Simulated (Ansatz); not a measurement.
A series of calculations on CH$_{5}$AsOSi

Part 1: Relaxation

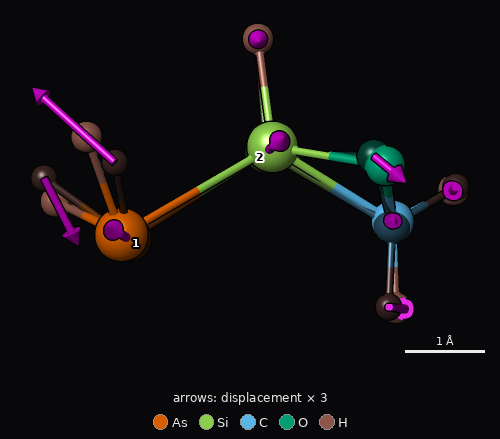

A relaxation of CH$_{5}$AsOSi. The starting structure is drawn faded, the final one solid; purple arrows show the displacements, magnified 3 times. The two geometries are superimposed by the best rigid fit.

Style: ball-and-stick. Shown at a tilt.

The run prepares an end point of a later path (inversion) calculation, from a guessed geometry.

Method: RKS B3LYP/def2-SVP (Ansatz).

Input
```yaml
crystal:
  periodic: [false, false, false]
  atoms:
    - { symbol: As, position_ang: [-1.1377, 1.614, -0.0459] }
    - { symbol: Si, position_ang: [0.4769, 0.0573, -0.2824] }
    - { symbol: C, position_ang: [-0.1117, -1.6865, -0.1512] }
    - { symbol: O, position_ang: [0.3853, -1.0896, 1.0316] }
    - { symbol: H, position_ang: [-0.3807, 2.6882, -0.9268] }
    - { symbol: H, position_ang: [-0.5754, 2.2023, 1.2802] }
    - { symbol: H, position_ang: [1.923, 0.4573, -0.3216] }
    - { symbol: H, position_ang: [0.6795, -2.4474, -0.4749] }
    - { symbol: H, position_ang: [-1.1706, -1.8417, -0.126] }
basis:
  gaussian: { orbitals: def2-SVP }
hamiltonian:
  xc: b3lyp
relax:
  f_tol: 0.015
  max_steps: 40
```

Command:
```bash
ansatz run input.yaml --threads 2 --pin off --max-ram 3072MiB --backend cpu --events-out ev --progress --plain --runs-dir out
```

**Which element moves most?**

Hydrogen: up to 0.51 Å, against 0.32 Å for silicon.

**Describe the change and its energy.**

The atom that moves furthest after the best rigid fit is H6 (0.51 Å). By element the largest moves are H 0.51 Å, Si 0.32 Å, As 0.27 Å, O 0.21 Å, C 0.11 Å. Near-neighbour distances that change, for instance: As1–Si2 2.255 → 2.372 Å, C3–O4 1.415 → 1.464 Å, As1–H5 1.582 → 1.533 Å, Si2–O4 1.747 → 1.700 Å. Bond angles that change, for instance: H8–C3–H9 126.4° → 113.2°, O4–Si2–H7 104.2° → 115.3°, Si2–C3–H8 112.8° → 121.5°. Groups turn about As1–Si2 by about 25°. After 11 accepted moves (12 points after the start) the energy has fallen by 0.509 eV. The largest force component goes from 3 to 0.005 eV/Å. The line search rejected the trial step at point 3 of the run.

Part 2: Relaxation

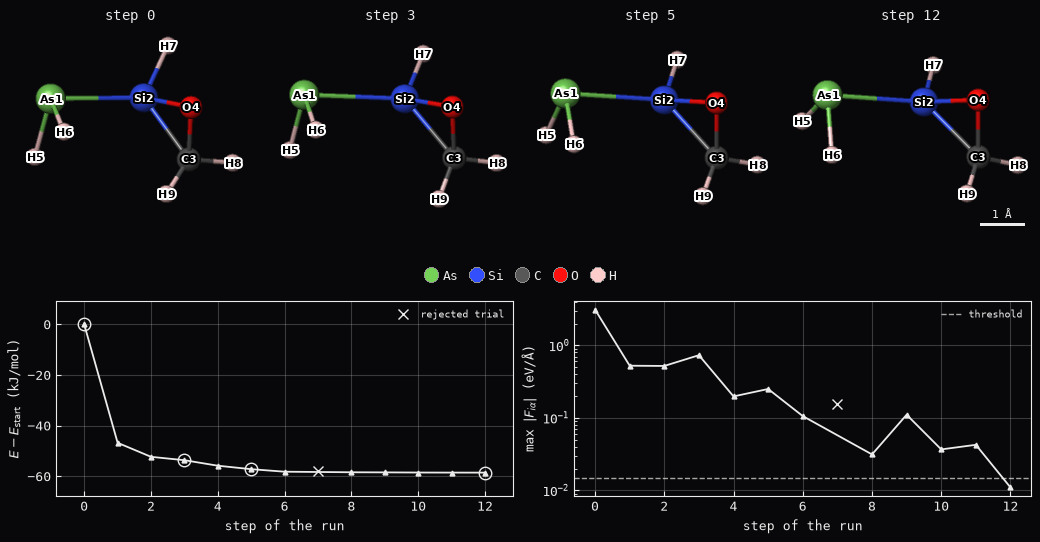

Frames of a relaxation of CH5AsOSi, marked on the history of the run. The picture is a ball-and-stick view, seen at a tilt.

The run prepares an end point of a later path (inversion) calculation, from a guessed geometry.

Computed with Ansatz 0.2.0, RKS B3LYP/def2-SVP.

Input file:
```yaml
crystal:
  periodic: [false, false, false]
  atoms:
    - { symbol: As, position_ang: [-1.1377, 1.614, -0.0459] }
    - { symbol: Si, position_ang: [0.4769, 0.0573, -0.2824] }
    - { symbol: C, position_ang: [-0.1117, -1.6865, -0.1512] }
    - { symbol: O, position_ang: [0.3853, -1.0896, 1.0316] }
    - { symbol: H, position_ang: [-1.90814, 1.16885, -1.35403] }
    - { symbol: H, position_ang: [-2.04411, 0.74138, 0.8694] }
    - { symbol: H, position_ang: [1.923, 0.4573, -0.3216] }
    - { symbol: H, position_ang: [0.6795, -2.4474, -0.4749] }
    - { symbol: H, position_ang: [-1.1706, -1.8417, -0.126] }
basis:
  gaussian: { orbitals: def2-SVP }
hamiltonian:
  xc: b3lyp
relax:
  f_tol: 0.015
  max_steps: 40
```

Run as
```bash
ansatz run input.yaml --threads 2 --pin off --max-ram 3072MiB --backend cpu --events-out ev --progress --plain --runs-dir out
```

### Describe the path.

The energy falls by 58.5 kJ/mol in 11 accepted moves (12 points after the start). Largest force component: 3.1 eV/Å at the start, 0.011 eV/Å at the end. The line search rejected the trial step at point 7 of the run. H5 moves most after the best rigid fit: 0.89 Å. Largest moves by element: H 0.89 Å, As 0.33 Å, C 0.24 Å, O 0.23 Å, Si 0.21 Å. Some distances before and after: As1–Si2 2.255 → 2.373 Å, C3–O4 1.415 → 1.469 Å, As1–H5 1.582 → 1.532 Å, Si2–O4 1.747 → 1.698 Å. Among the angles between lasting bonds that change: H8–C3–H9 126.4° → 113.0°, O4–Si2–H7 104.2° → 115.7°, As1–Si2–C3 114.6° → 125.6°. Groups turn about As1–Si2 by about 50°. From step 0 to 3: H9 moves most (0.32 Å), energy −53.6 kJ/mol. From step 3 to 5: H5 moves most (0.39 Å), energy −3.54 kJ/mol. From step 5 to 12: H5 moves most (0.33 Å), energy −1.36 kJ/mol.

| step | E − E(0), kJ/mol | largest force component, eV/Å | note |
| --- | --- | --- | --- |
| 0 | 0.00 | 3.1151 |  |
| 1 | -46.73 | 0.5244 |  |
| 2 | -52.27 | 0.5205 |  |
| 3 | -53.60 | 0.7323 |  |
| 4 | -55.78 | 0.1977 |  |
| 5 | -57.15 | 0.2503 |  |
| 6 | -58.14 | 0.1058 |  |
| 7 | -58.04 | 0.1576 | rejected |
| 8 | -58.37 | 0.0313 |  |
| 9 | -58.41 | 0.1104 |  |
| 10 | -58.47 | 0.0367 |  |
| 11 | -58.49 | 0.0425 |  |
| 12 | -58.51 | 0.0110 |  |

Part 3: Path

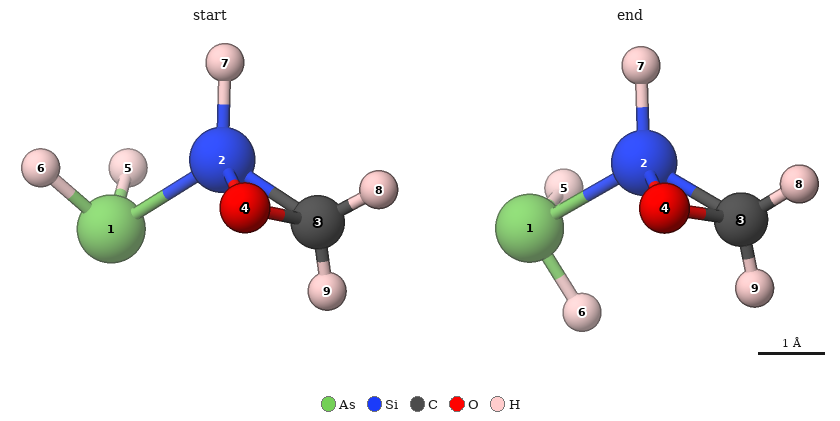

The two relaxed end points of a path for CH$_{5}$AsOSi. Style: ball-and-stick. Shown at a tilt.

The calculation used RKS B3LYP/def2-SVP in Ansatz 0.2.0.

Set-up: 7 movable images; climbing image; force threshold 0.03 eV/Å; iteration limit 60.

Start:
```xyz
9

As   -1.1733    1.7549    0.1794
Si    0.4677    0.0475    0.0364
C    -0.0346   -1.6970   -0.2271
O     0.2700   -1.2389    1.1299
H    -0.6015    2.4586   -1.0569
H    -0.2995    2.5950    1.1167
H     1.8749    0.4609   -0.2107
H     0.6724   -2.4479   -0.6099
H    -1.0875   -1.9792   -0.3748
```

End:
```xyz
9

As   -0.3538    2.1347    0.5983
Si    0.7254    0.0994    0.0271
C    -0.0929   -1.5340   -0.1348
O     0.5419   -1.1704    1.1387
H    -0.3004    2.6185   -0.8546
H    -1.7404    1.5167    0.4169
H     2.1039    0.3075   -0.4933
H     0.3910   -2.3814   -0.6431
H    -1.1861   -1.6370   -0.0721
```

> What barrier does the band find between them, and by what path?

The two ends have nearly the same energy, and the highest point, image 4, lies 120.7 kJ/mol above the start. The motion is an umbrella inversion at As1. No bond forms or breaks between the ends. Among the angles between lasting bonds that change up to the highest image: Si2–As1–H6 92.1° → 125.9°, Si2–As1–H5 91.4° → 122.0°. The band is converged. At the top, the vibrational analysis gives one imaginary mode (693i cm⁻¹), as a transition state must have.

Energies of the converged images:

```json
{"image": "0", "path (Å)": "0.00", "E (kJ/mol)": "0.0"}
{"image": "1", "path (Å)": "0.93", "E (kJ/mol)": "1.8"}
{"image": "2", "path (Å)": "1.86", "E (kJ/mol)": "3.1"}
{"image": "3", "path (Å)": "2.79", "E (kJ/mol)": "5.1"}
{"image": "4", "path (Å)": "3.71", "E (kJ/mol)": "120.7"}
{"image": "5", "path (Å)": "4.17", "E (kJ/mol)": "52.6"}
{"image": "6", "path (Å)": "4.63", "E (kJ/mol)": "5.2"}
{"image": "7", "path (Å)": "5.09", "E (kJ/mol)": "1.0"}
{"image": "8", "path (Å)": "5.55", "E (kJ/mol)": "0.5"}
```

The geometry at the top of the path:

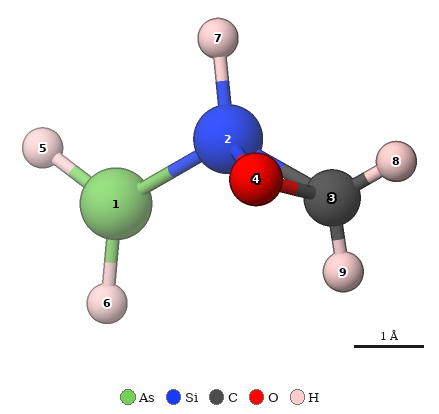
